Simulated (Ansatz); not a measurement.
Band-structure calculation, with input and output: MnSeS

System: MnSeS (3 atoms in the cell).
Method: DFT PBE, scalar-relativistic, plane waves, PAW, spin-polarised (Ansatz 0.2.0).

The structure was made by a generator, so it may or may not be a known phase. Figures and captions count atoms from 1; the log counts them from 0 in places.

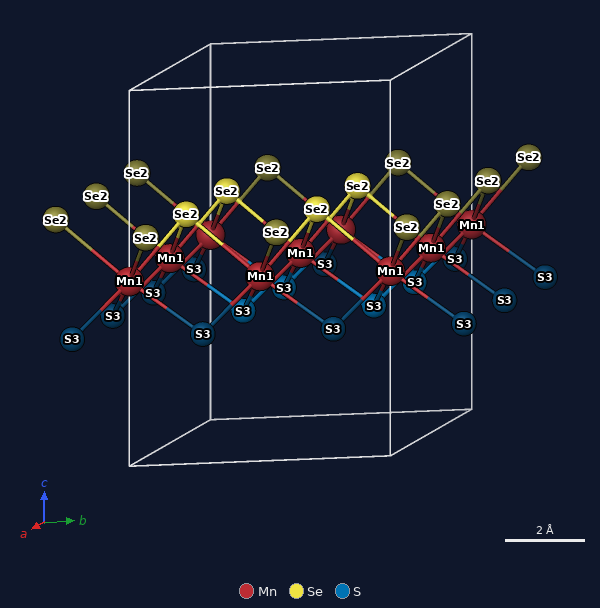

**Figure 1.** The structure as given in the input (ball-and-stick view of the 2 × 2 repeat of the cell, with the vacuum cut short, seen slightly off an axis; neighbours outside the cell are drawn fainter; atoms are numbered from 1 in the order of the input). An atom can appear more than once, as a periodic image. Near neighbours in the periodic cell (some may lie outside the picture): Mn has 3 S at 2.33 Å and 3 Se at 2.47 Å; Se has 3 Mn at 2.47 Å; S has 3 Mn at 2.33 Å.

**The input**
```yaml
crystal:
  lattice:
    - [3.4091673133, 2.958e-07, 0.0]
    - [-1.7045839128, 2.9524253512, 0.0]
    - [0.0, 0.0, 28.98893312]
  atoms:
    - { symbol: Mn, position: [0.0, 0.0, 0.2893919155], spin: 3.0 }
    - { symbol: Se, position: [0.6666666667, 0.3333333333, 0.340999324] }
    - { symbol: S, position: [0.3333333333, 0.6666666667, 0.2461501583] }
  periodic: [true, true, false]
basis:
  ecutwfc: 420
kpoints:
  mp_grid: { grid: [18, 18, 1] }
  band_path:
    path:
      - [0.0, 0.0, 0.0]
      - [0.5, 0.0, 0.0]
      - [0.33333333, 0.33333333, 0.0]
      - [0.0, 0.0, 0.0]
    npoints: 14
hamiltonian:
  xc: pbe
scf:
  occupations: { method: gaussian, width: 0.1 }
  n_extra_bands: 7
output:
  forces: true
  stress: true
  eigenvalues: true
  populations: true
  dos: { projected: true, de: 0.02, nscf_kmesh: { grid: [22, 22, 1] } }
  bader: true
  write_density: true
  write_potential: true
  elf: true
  volumetric_format: npy
magnetization:
  spin_polarized: true
checkpoint:
  read: start.run
  write: ck
  compress: false
  write_wavefunctions: false
  write_every: 100000
```

Hardware: 1 thread of Intel Xeon @ 2.50GHz (Skylake/Cascade Lake), 189 GiB of memory available, shared host.

Launch command:
```bash
ansatz run input.yaml --threads 1 --pin off --max-ram 2560MiB --backend cpu --events-out ev --progress --plain --runs-dir out
```

**The program's output**
```
Warning: checkpoint.read: spin seed differs: saved d6af9c12aa3a…, current b6d0b6a0de76…; the loaded state replaces the seed-built initial guess (but the starting_ns of a DFT+U solve that opens without the state's occupation matrices), so the run may converge into the producing seed's basin, or, where the symmetry group that follows from this deck's starting moments and starting_ns does not hold the saved magnetisation, lose that magnetisation at its first build. Where atoms have moved since the state was saved, this difference can also decide whether moments are moved with them. A self-consistent run of this deck without the state starts from its starting moments and, under a DFT+U term, its starting_ns
scf.n_extra_bands = 7 over 19 filled bands (N_el = 37.0): the run solves 26 bands
Engine: ansatz 0.2.0, x86_64-unknown-linux-gnu
Pseudopotentials: kind: paw
Pseudopotential: Mn, paw, valence charge 15, recommended cutoff 420 eV (normal), Mn.paw.azcp
Pseudopotential: Se, paw, valence charge 16, recommended cutoff 420 eV (normal), Se.paw.azcp
Pseudopotential: S, paw, valence charge 6, recommended cutoff 420 eV (normal), S.paw.azcp
Functional definition: PBE
  parameter kappa = 0.804
  parameter beta = 0.06672455060314922
  exchange = pbe_x(kappa = kappa, mu = beta*pi^2/3)
  correlation = pbe_c(beta = beta)
Crystal: 3 atoms, lattice volume = 291.783 Å³
Basis set: ecut = 420 eV, 5701 PW (Γ), exchange–correlation on 48×48×400 points (8 copies of the dense FFT grid, shifted against one another)
Bands: 26, of which v1, the nominal top of the filled ones, is band 19 counted from 1 (18 counted from 0)
Symmetry: 6 space group operations
Space group: P3m1 (ITA 156), of the structure as read, at distance tolerance 6.6e-5 Å
Magnetic group: BNS 156.49 (UNI 1279), of the structure as read, at distance tolerance 6.6e-5 Å
k-points: 37 of 324 (time reversal used)
Non-local potential: Mn, projectors of the file, l = 0: 3, l = 1: 2, l = 2: 3, l = 3: 1
Non-local potential: Se, projectors of the file, l = 0: 2, l = 1: 2, l = 2: 3, l = 3: 1
Non-local potential: S, projectors of the file, l = 0: 2, l = 1: 2, l = 2: 2
PAW form: soft (Blöchl's): semilocal exchange-correlation on the pseudo side does not see the compensation charge
PAW one-centre angular grid: Mn, 590 points (default); XC on 64 Gauss nodes
PAW one-centre angular grid: Se, 590 points (default); XC on 64 Gauss nodes
PAW one-centre angular grid: S, 110 points (default); XC on 64 Gauss nodes
Initial density: read from a saved state, or passed on in memory by an earlier SCF of this step, an earlier step, the calling program or the single point that the run made first
Stability of the state it starts from, as read at its close in the collinear treatment: not read negative (Ritz values of 1 − χ₀K, real part plus size of imaginary part, from 0.50 to 1.0, by its mixing steps under the symmetry group of the SCF that read it); its run was given moments
Starting moments: Σ|m| = 3 μB on 1 of 3 sites; this step starts from the density that it was given
Initial wavefunctions: pseudopotential atomic-orbital guess
Functional: x = pbe(κ = 0.804, μ = 0.2195149727645171), c = pbe(β = 0.06672455060314922)
iter 1 solved again at ethr=2.76e-6 eV; its pass at ethr=3.10e-3 eV (dr2=1.02e-3 eV) is discarded
SCF iter   1: F=—  HF=-10271.544366 eV  |F-HF|=—  |Δ(HF+E_count)|=         —  Δρ=1.20e-6 (↑1.20e-6 ↓1.17e-6)  dr2=6.71e-9  dr2_m=7.90e-10  M=2.891 μB ∫|m|=3.181 μB  β_m=0.30  ethr=2.76e-6  ⟨swp⟩=4.3  Hψ=19766  notcnv=0
eigensolver tolerance schedule: the retry pair's looser diagonalisation over-reported the residual by 152046.29 of it (diagonalisation noise at an unbounded share of the residual, at the tolerance the schedule requests for it); recorded, not acted on — ethr = c·dr2/N_el stays at c = 1.0e-1
preconditioner: auto → LDOS  [metal: Δε(μ)=0.016 eV  Ē_g=9.355 eV  σ=0.100 eV  W_gap=0.09  n_scr=16 (ndim 8)  ℏωp=9.5 eV  f_vac=0.776  D(μ)=1.10/eV (n_scr^D=6)]
spin=Collinear: LDOS preconditioning applied to the charge; magnetization (m = ρ↑ − ρ↓) channel mixes plain (no charge-response kernel on spin).
SCF iter   2: F=—  HF=-10271.544289 eV  |F-HF|=—  |Δ(HF+E_count)|=   7.71e-5  Δρ=4.55e-7 (↑4.55e-7 ↓4.10e-7)  dr2=2.45e-9  dr2_m=5.17e-11  M=2.891 μB ∫|m|=3.181 μB  β_m=0.25  ethr=1.81e-11  ⟨swp⟩=24.3  Hψ=22329  notcnv=0
SCF iter   3: F=-10271.544289 eV  HF=-10271.544289 eV  |F-HF|=2.11e-10  |Δ(HF+E_count)|=  3.64e-11  Δρ=3.09e-7 (↑3.09e-7 ↓2.89e-7)  dr2=7.27e-10  dr2_m=3.31e-11  M=2.891 μB ∫|m|=3.181 μB  ethr=6.63e-12  ⟨swp⟩=7.9  Hψ=11101  notcnv=0
SCF 1 converged in 3 iterations: F = -10271.544289 eV  dr2 = 7.27e-10
  greatest PAW one-centre occupation: 1.000 electrons in one spin orbital (limit 2), on the Mn atom at site 0 (counted from 0), in its partial waves of l = 1
WARN: The output density's exchange-correlation potential varies sharply where the density is thin. Do not read a vacuum level from v_tot or v_xc, or from such a field of the output density. On a cell that repeats whose density bears no net charge and no dipole along the vacuum's axis use v_es (v_loc + v_h of the components); under efield.dipole_correction with no amplitude use v_es + v_field, which holds any external_charges[].barrier, or the levels of the report's work_function block, which leave it out; under a non-zero efield.amplitude the vacuum is tilted and has no level; on a cell that repeats and bears such a dipole with no correction it is tilted too, and efield.dipole_correction with no amplitude gives each side of its ramp a level where efield: is served; in a cell that repeats whose density bears a net charge (total_charge, or a fill off its count) it is curved and has none; of a slab under crystal.periodic whose density bears no net charge use v_es, which has a level on each side, short of where the two are joined; of another it falls or rises all the way out and has none; of a slab beside external_charges read slab_vacuum_level instead, which it has where they leave it neutral. The grid or the basis barely resolves most such structure, and the values can differ between equally converged runs; as a rule a tighter scf.convergence.dr2_threshold does not remove it. Where the density itself ripples (under the LDA too) a higher basis.ecutwfc lessens it. The files hold the spikes' plane waves up to the density's cutoff. Files: v_tot_of_output_density and the like, and their columns of v_z.tsv (output.write_potential); v_xc_of_output_density and the like, and their columns of v_comp_z.tsv (output.write_potential_components). Measured: with its Gaussian average of σ = 0.25 Å subtracted twice, the exchange-correlation potential is over 0.1 eV at 150 of the grid points where the equally averaged density (valence and model cores) is under 1e-3 e/Å³, and 0.504 eV at the most among them, at an averaged density of 6.8e-10 e/Å³. The input density's (outcome.potential() and, of a run that writes arrays, v_tot and v_xc) is over 0.1 eV, so measured, at 3 points of its own thin density, 0.131 eV at the most. See output.write_potential in the manual, Limitations
NSCF: frozen V_eff on 43 k-points
NSCF: frozen V_eff on 52 k-points
SCF converged after 3 iterations
Magnetization: 2.8906 μB (19.9453 up, 17.0547 down)
Absolute magnetization: 3.1777 μB (∫|ρ↑−ρ↓|, with the PAW one-centre terms)
Spin contamination: 0.1116 ħ² per cell (⟨S²⟩ above its minimum at these occupations)
Per-site moments (μB) at R_I (Å): [(2.7287644598167695, 0.9625918925558887), (-0.05304728572287436, 1.0198254262252784), (-0.014270596073624948, 0.9625918925558887)]
Free energy (F): -10271.544289 eV
Harris-Foulkes:  -10271.544289 eV  (|F-HF|=2.11e-10)
Internal energy: -10271.538777 eV  (E = F + TS)
E sigma→0 (E₀):  -10271.541533 eV
Entropy (-TS):   -0.005512 eV (-1.837 meV/atom)
Fermi energy:    -5.318456 eV
--- Per-component energies (eV) ---
  E_band       = -1223.605780
  E_kinetic    = 526.914578
  E_local      = -78061.974943  (includes V_loc(G=0)·N_el)
  E_nonlocal   = -324.865911
  E_hartree    = 38525.057773
  E_xc         = -314.206463
  E_vxc        = -330.018468  (∫ρ·V_xc dr)
  E_paw        = -3811.408609  (= ΣΔE_a)
  E_vpaw       = -83.774931  (= ΣTr[D̂ρ^β])
  E_aug_tail   = -0.000576  (compensation charges beyond the density's cutoff)
  E_ewald      = 33188.945375
  E_smearing   = -0.005512  (= −TS)
  E_closure    = 0.000000  (closes the sum)
  Σ components = -10271.544289   (vs F -10271.544289, Δ=0.00e0)
--- Forces (eV/Å), atoms counted from 1 ---
  atom   1  Mn    -0.00000000     0.00000000    -0.00089335
  atom   2  Se     0.00000000    -0.00000000     0.00039830
  atom   3  S      0.00000000     0.00000000     0.00049740
  max |Σ_I F_I| component: 2.35e-6 eV/Å
--- 2D stress c σ (N/m, compression-positive) ---
       -0.003262       0.000000       0.000000
        0.000000      -0.003262       0.000000
        0.000000       0.000000       0.000000
  P = ½ c Tr σ = -0.0033 N/m
--- Band table (eV; the first three rows and the last of 74) ---
  k-point 0 ↑: bands = ["-86.7743", "-55.5128", "-55.5128", "-55.4636", "-53.0264", "-53.0264", "-52.9930", "-52.9930", "-52.9799", "-19.7555", "-18.2651", "-10.7411", "-9.4860", "-9.4860", "-8.0560", "-8.0560", "-7.4320", "-6.5845", "-5.1854", "-5.1854", "-3.3136", "-3.3136", "-0.8488 (-0.8506°)", "-0.2285", "0.3399", "0.6088"]
  k-point 1 ↑: bands = ["-86.7743", "-55.5133", "-55.5129", "-55.4636", "-53.0264", "-53.0263", "-52.9930", "-52.9930", "-52.9798", "-19.7180", "-18.2472", "-10.7034", "-9.5431", "-9.4687", "-8.0887", "-8.0789", "-7.4288", "-6.5576", "-5.3329", "-5.2131", "-3.5302", "-3.3525", "-0.7816 (-0.7836°)", "-0.1733", "0.4086", "0.8250"]
  k-point 2 ↑: bands = ["-86.7742", "-55.5150", "-55.5134", "-55.4634", "-53.0264", "-53.0261", "-52.9931", "-52.9930", "-52.9797", "-19.6071", "-18.1953", "-10.5928", "-9.6918", "-9.4192", "-8.2022", "-8.1398", "-7.4580", "-6.4935", "-5.6671", "-5.3039", "-4.0236", "-3.4471", "-0.5995 (-0.6018°)", "-0.0180", "0.5826", "1.1012"]
  k-point 36 ↓: bands = ["-83.6510", "-53.0359", "-53.0326", "-53.0112", "-53.0086", "-52.9925", "-52.4638", "-52.4342", "-52.4277", "-17.7694", "-17.6337", "-10.0825", "-9.9185", "-9.8707", "-8.5059", "-7.9244", "-7.7747", "-4.6635", "-4.3564", "-4.1831", "-3.6007", "-3.1612", "1.3323", "2.4870", "2.5003", "3.6710"]
  ° read free of the cell's end (the report's vacuum.weakly_bound_levels)
--- Löwdin populations: 3 sites ---
  site symbol       q [e]    m [muB]
     0     Mn     14.1755     2.9540
     1     Se     16.2767    -0.0743
     2      S      6.3499    -0.0051
  spilling = 0.005348 (of n_electrons = 37.000000)
--- Bader charges: 3 sites ---
  site symbol  charge [e]  shift [e]    m [muB]
     0     Mn      1.1047     0.0013     2.9152
     1     Se     -0.4664     0.0010    -0.0560
     2      S     -0.6383     0.0003     0.0313
  estimated error of the sums over rays = 5.7e-4 e
```

**File bader_charges.tsv**
```
# site	symbol	x_ang	y_ang	z_ang	partial_charge_e	electrons	volume_ang3	relative_density_drop	shared_charge_e	partial_wave_shift_e	spin_moment_mub
# quadrature_error_electrons = 5.7e-4
0	Mn	0.0000	0.0000	8.3892	1.10469	23.89531	9.86	-	1.10469	0.00133	2.91524
1	Se	1.7046	0.9841	9.8852	-0.46639	34.46639	28.84	-	-0.46639	0.00104	-0.05596
2	S	0.0000	1.9683	7.1356	-0.63829	16.63829	26.17	-	-0.63829	0.00029	0.03130
```

**File populations.tsv**
```
# site	symbol	l	j	q_up	q_dn
# orbitals = lowdin
# n_electrons = 37.000000
# spilling = 0.005348
0	Mn	0_3S	-	0.999500	0.999577
0	Mn	0_4S	-	0.290638	0.249984
0	Mn	1_3P	-	2.999422	2.998801
0	Mn	2_3D	-	4.275219	1.362402
1	Se	0_4S	-	0.948188	0.941400
1	Se	1_4P	-	2.153064	2.234211
1	Se	2_3D	-	4.999947	4.999923
2	S	0_3S	-	0.926003	0.918224
2	S	1_3P	-	2.246374	2.259260
```

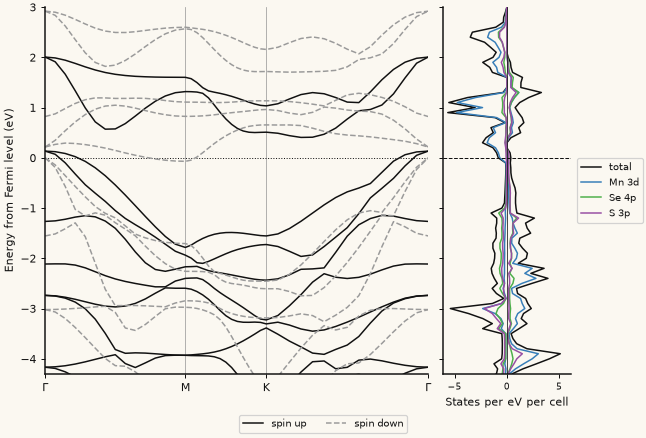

**Figure 2.** Band structure along Γ–M–K–Γ and density of states (projected on Löwdin-orthogonalised atomic shells), with energies from the Fermi level. Bands cross the Fermi level: a metal at this level of theory.

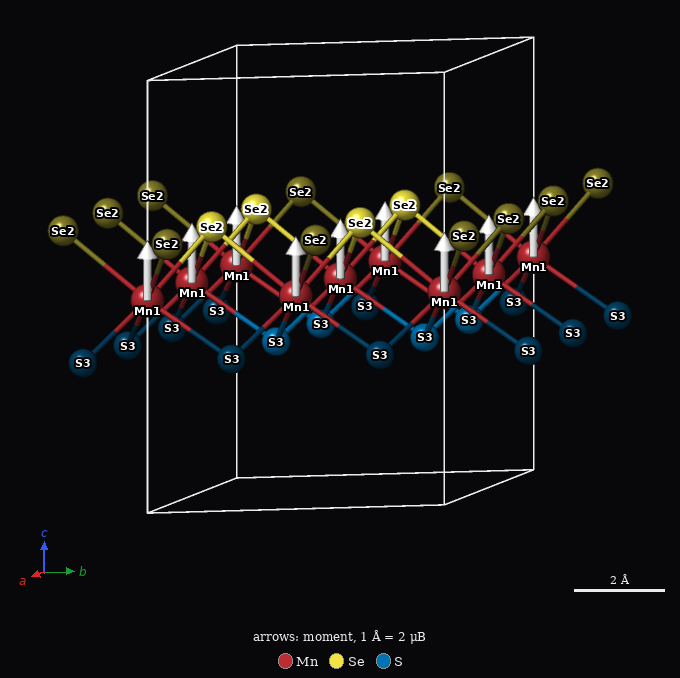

**Figure 3.** Magnetic moments of the sites as white arrows (ball-and-stick view of the 2 × 2 repeat of the cell, with the vacuum cut short, seen slightly off an axis; neighbours outside the cell are drawn fainter; atoms are numbered from 1 in the order of the input); small moments hardly show. The run is collinear, so the axis drawn is arbitrary. Site moments: Mn1 (2.73 μB); Se2 (−0.05 μB). They are counted near the atoms and needn't add up to the moment of the cell.

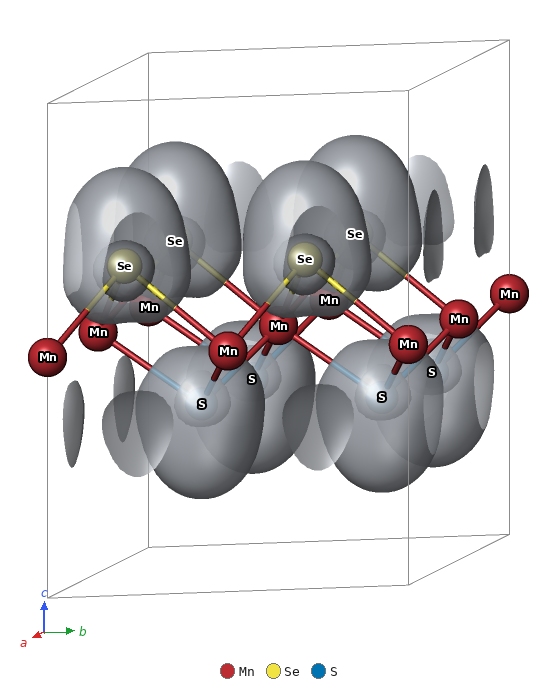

**Figure 4.** Isosurface of the electron localisation function at 0.65 (grey), seen slightly off an axis. Core shells and regions of very low density are left out. Sticks mark near contacts. Along the contacts the grid gives the following. Mn–S (2.33 Å): the ELF is about 0.55 at the midpoint; a polar contact without a shared pair, in a metal. Mn–Se (2.47 Å): the ELF is about 0.60 at the midpoint. In a PAW calculation such maps are meaningful between the atoms, not at the nuclei.

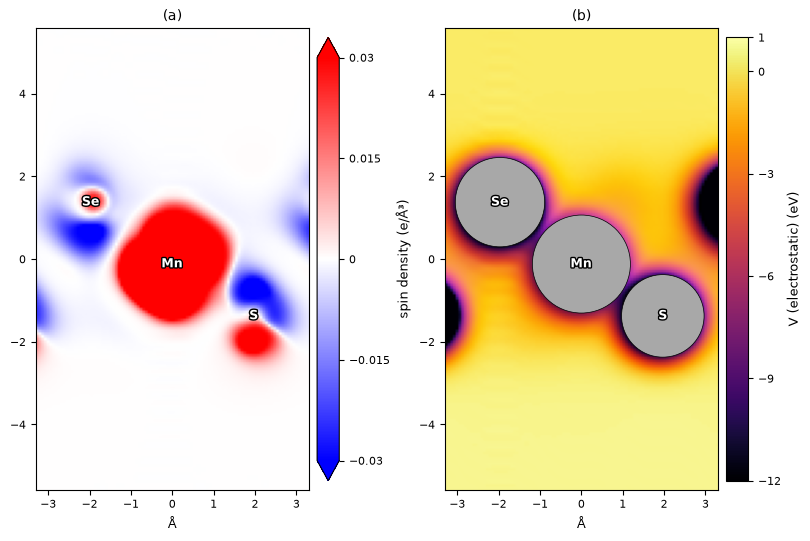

**Figure 5.** (a) magnetisation density (up minus down); (b) electrostatic potential energy of an electron on the (110) plane of the calculation cell, a cut from vacuum to vacuum. Grey discs, where drawn, cover atomic cores. The spin density sits on Mn: +2.7 μB in one cell of 3 atoms. The cell of the calculation (3 atoms) carries 2.9 μB net.

**Summary**

```tsv
quantity	value
outcome	converged
electrons treated	37
free energy	−10271.5443 eV
Fermi energy	−5.318 eV
gap on the k-point mesh	none (metallic)
net moment of the cell	2.89 μB
integrated absolute moment	3.18 μB
largest force (length of the vector)	0.001 eV/Å
wall time	5.3 min
peak memory	0.8 GiB
```

**Remarks**

Warnings of the run: the state was not tested for a lower one; the exchange-correlation potential is rough where the density is thin.
